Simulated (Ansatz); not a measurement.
# H₃InNO (SMILES [NH2][In][OH]) (doublet): what the fields show

Input

```
crystal:
  periodic: [false, false, false]
  atoms:
    - { symbol: "N", position_ang: [-0.9608, -0.1238, -1.092] }
    - { symbol: In, position_ang: [0.6889, -1.3244, -0.4637] }
    - { symbol: O, position_ang: [1.301, -0.0706, 1.3634] }
    - { symbol: H, position_ang: [-0.321, 0.7751, -1.1583] }
    - { symbol: H, position_ang: [-1.4479, -0.0797, -0.1746] }
    - { symbol: H, position_ang: [0.7818, 0.7595, 1.4791] }
magnetization:
  spin_polarized: true
  initial_magnetization: 1
basis:
  gaussian: { orbitals: def2-SVP }
hamiltonian:
  xc: r2scan
relax:
  f_tol: 0.015
  max_steps: 40
output:
  orbitals: {}
```

Command:

```sh
ansatz run input.yaml --threads 2 --pin off --max-ram 3072MiB --backend cpu --events-out ev --progress --plain --runs-dir out
```

The fields are those of the run's last geometry, not of the input's.

Core potentials replace the inner electrons of In.

Computed with UKS r2SCAN/def2-SVP (Ansatz).

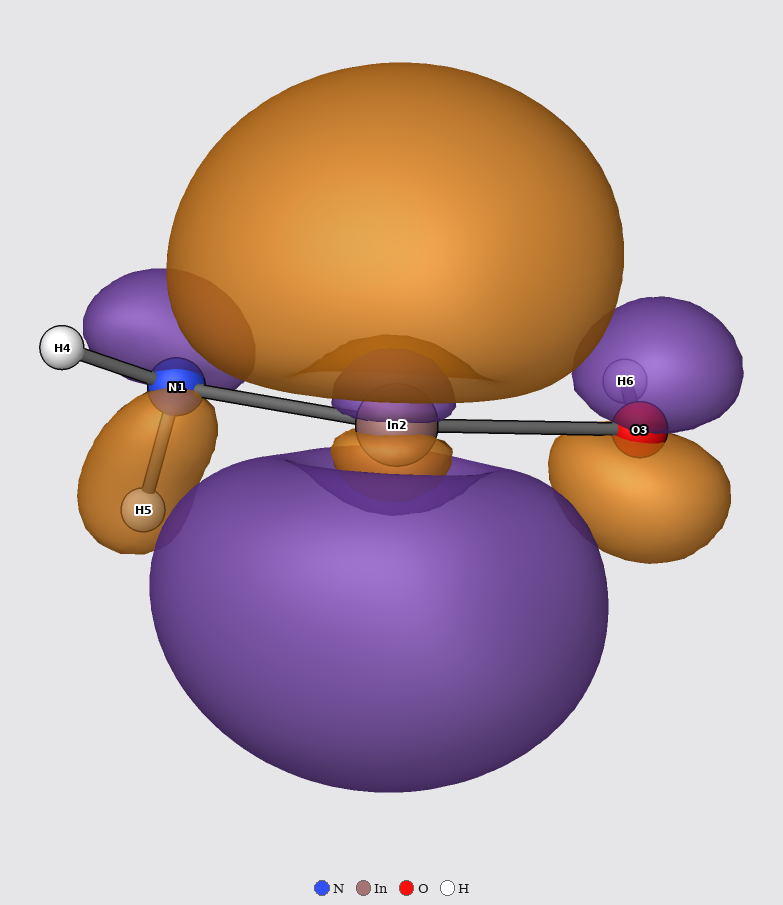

Figure 1. The LUMO (α) at ±0.08 Å⁻³ᐟ² (orange and purple are the two phases), seen from one side.

**What is the character of this orbital?**

Its weight (Hirshfeld) is mainly on In2 (about 85 %) and O3 (about 10 %). Its energy is −1.66 eV.

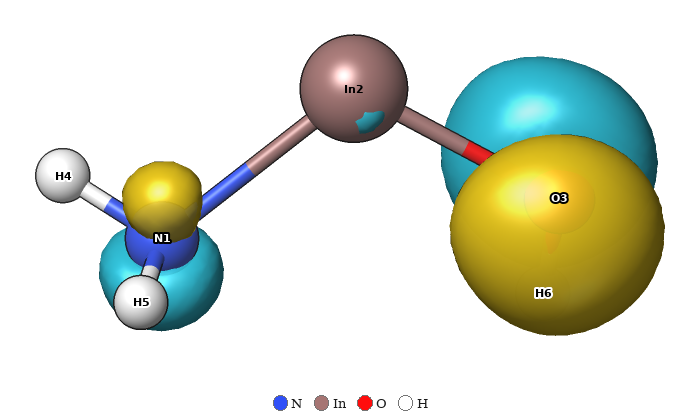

Figure 2. The HOMO−1 (β) at ±0.15 Å⁻³ᐟ² (yellow and cyan are the two phases), seen across its widest extent.

**Describe this orbital and give its energy.**

By Hirshfeld shares it lies mainly on O3 (about 75 %), In2 (about 15 %) and N1 (about 5 %); largely a lone pair of O3. Its energy is −6.45 eV.
